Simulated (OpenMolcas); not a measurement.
**Co⁴⁺ among point charges: CASSCF and CASPT2 levels and susceptibility**

How does a field of 4 point charges split the states of Co⁴⁺, and what χT follows?

The numbers are computed with OpenMolcas 26.06 (state-averaged CASSCF and CASPT2, spin-orbit coupling by RASSI with atomic mean-field integrals), except any that are marked as measured or tabulated.

## 1. What is computed

```
Species                           : Co⁴⁺ (cobalt, Z = 27, 23 electrons)
Basis                             : ANO-RCC-VDZP [5s4p2d1f], 34 functions
Scalar Hamiltonian                : DKH2, point nucleus
Inactive shells                   : 1s 2s 2p 3s 3p
Active space                      : 5 electrons in 5 orbitals (3d)
Some configurations of this space : 3d5
Orbitals                          : optimised for each spin and parity, averaged over all roots
```

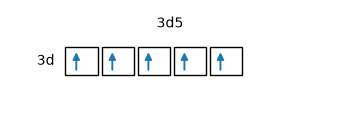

Occupation of the outer shells (arrows by Hund's rule).

The ion sits among 4 point charges of -2 e arranged as a square (D4h), 2.14 Å from the ion.

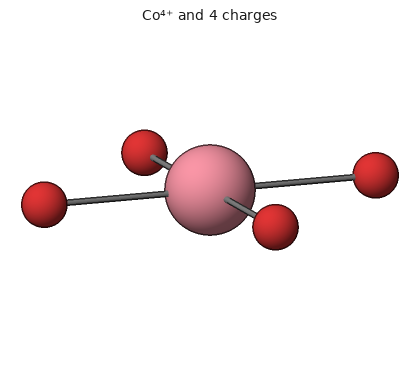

The ion and the point charges (red).

The work runs as a chain of OpenMolcas steps in one folder; each step below is one input file. Labels, J, g values, rates, χT and fits are worked out afterwards by a script from the matrices that RASSI stores. The input lists half of the charges; inversion (Group=XYZ) makes the rest.

## 2. Basis and integrals

a.inp reads:

```
&GATEWAY
Coord
1

Co 0.0 0.0 0.0
Basis=ANO-RCC-VDZP
Group=XYZ
NoMove
AngMom=0.0 0.0 0.0
AMFI
XField
2 Angstrom 0
2.140000 0.000000 0.000000 -2.000000
0.000000 2.140000 0.000000 -2.000000
&SEWARD
```

On the command line:

```bash
OMP_NUM_THREADS=1 MOLCAS_MEM=1689 MOLCAS_PROJECT=a pymolcas a.inp > a.log
```

## 3. CASSCF: sextets of even parity, 1 root

a.inp reads:

```
&RASSCF
FileOrb=start.orb
Symmetry=1
Spin=6
nActEl=5 0 0
Inactive=3 6
Ras2=5 0
CIRoot=1 1 1
SDav=1
CIMx=300
Iter=120 100
PrWF=0.3
OrbListing=Nothing
MaxOrb=0
>>> COPY $Project.JobIph JOB001
```

start.orb holds the contracted functions of the basis, ordered by shell, or the orbitals of the step before.

## 4. CASSCF: quartets of even parity, 24 roots

a.inp reads:

```
&RASSCF
FileOrb=start.orb
Symmetry=1
Spin=4
nActEl=5 0 0
Inactive=3 6
Ras2=5 0
CIRoot=24 24 1
SDav=24
CIMx=300
Iter=120 100
PrWF=0.3
OrbListing=Nothing
MaxOrb=0
>>> COPY $Project.JobIph JOB002
```

## 5. Reference wave functions, doublets of even parity, 75 roots

a.inp reads:

```
&RASSCF
FileOrb=start.orb
Symmetry=1
Spin=2
nActEl=5 0 0
Inactive=3 6
Ras2=5 0
CIRoot=75 75 1
SDav=75
CIMx=300
Iter=120 100
PrWF=0.3
OrbListing=Nothing
MaxOrb=0
>>> COPY $Project.JobIph JOB003
```

## 6. State interaction with spin-orbit coupling

a.inp reads:

```
&RASSI
NrOfJobIphs=3 1 24 75
1
1 2 3 4 5 6 7 8 9 10 11 12 13 14 15 16 17 18 19 20 21 22 23 24
1 2 3 4 5 6 7 8 9 10 11 12 13 14 15 16 17 18 19 20 21 22 23 24 25 26 27
28 29 30 31 32 33 34 35 36 37 38 39 40 41 42 43 44 45 46 47 48 49 50 51
52 53 54 55 56 57 58 59 60 61 62 63 64 65 66 67 68 69 70 71 72 73 74 75
IphNames
JOB001
JOB002
JOB003
EJob
SpinOrbit
DIPRint=1.0
SOCoupling=1000.0
Subsets=2
Property=9
'ANGMOM' 1 'ANGMOM' 2 'ANGMOM' 3 'MLTPL  1' 1 'MLTPL  1' 2 'MLTPL  1' 3
'AMFI' 1 'AMFI' 2 'AMFI' 3
SOProperty=3
'ANGMOM' 1 'ANGMOM' 2 'ANGMOM' 3
```

## 7. CASPT2: IPEA 0.25, imaginary shift 0.1 (closed shells correlated: 3s 3p)

a.inp reads:

```
>>> COPY JOB001 $Project.JobIph
&CASPT2
Multistate=1 1
Frozen=2 3
IPEA=0.25
Imaginary=0.1
MaxIter=60
WThr=0.0 0.3 0.05
PrWF=0.5
NoMix
>>> COPY JOB002 $Project.JobIph
&CASPT2
Multistate=24 1 2 3 4 5 6 7 8 9 10 11 12 13 14 15 16 17 18 19 20 21 22
23 24
NoMult
Frozen=2 3
IPEA=0.25
Imaginary=0.1
MaxIter=60
WThr=0.0 0.3 0.05
PrWF=0.5
NoMix
>>> COPY JOB003 $Project.JobIph
&CASPT2
Multistate=75 1 2 3 4 5 6 7 8 9 10 11 12 13 14 15 16 17 18 19 20 21 22
23 24 25 26 27 28 29 30 31 32 33 34 35 36 37 38 39 40 41 42 43 44 45 46
47 48 49 50 51 52 53 54 55 56 57 58 59 60 61 62 63 64 65 66 67 68 69 70
71 72 73 74 75
NoMult
Frozen=2 3
IPEA=0.25
Imaginary=0.1
MaxIter=60
WThr=0.0 0.3 0.05
PrWF=0.5
NoMix
```

(Steps that only read results are left out.)

What does the calculation give? Wanted: spin-free ground state; lowest level; next level.

As calculated:

| quantity | value |
| --- | --- |
| method | SS-CASPT2, IPEA 0.25, imaginary shift 0.1 (closed shells correlated: 3s 3p) |
| spin-free ground state | 6A1, 1-fold in its orbital part |
| lowest level | 2-fold E1/2, g = 2.00, 6.01, 6.01 |
| next level | 0.2 cm⁻¹ |
| χT at 300 K | 4.38 cm³ K/mol |
| effective moment at 300 K | 5.92 μB |

Cost by method:

```csv
method,time of its own steps,time with the reference
A. CASSCF,27 s,27 s
"B. SS-CASPT2, IPEA 0.25, imaginary shift 0.1, +3s 3p",5.3 s,33 s
```

Times are of one thread on a shared host.

What this shows: The spin-free ground state (6A1) comes to 100 % from free-ion S terms and keeps the highest spin of the shell. χT at 300 K is 4.38, against 4.39 cm³ K/mol for the spin alone, as a half-filled shell (L = 0) has no orbital moment. An active space of the d shell alone favours high spin; real ions in strong fields can be low spin. The field of point charges can differ much from that of real complexes. With metal d orbitals alone active, the gaps between spin states are rough; where two lie within a few thousand cm-1, their order is open. This is an electrostatic model: the charges have no orbitals.
